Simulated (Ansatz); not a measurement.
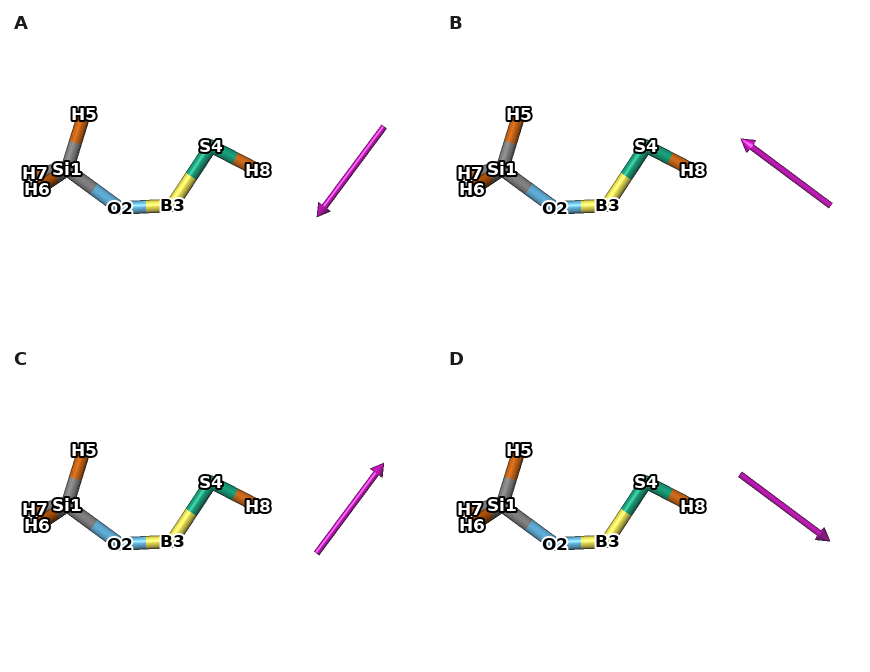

The same molecule four times, each with an arrow. Charge 0, doublet. Computed geometry: PBE0-D4/def2-TZVP optimisation. No frequency run is at hand to confirm it as a minimum. Properties computed with UKS r2SCAN-D4/def2-TZVPP (Ansatz 0.2.0).

**Which arrow points along the dipole moment, from the negative to the positive end?**

B. The dipole moment is 0.77 D; it points from the side of H8 to the side of H5, H6, H7 (the outermost atoms at the two ends).
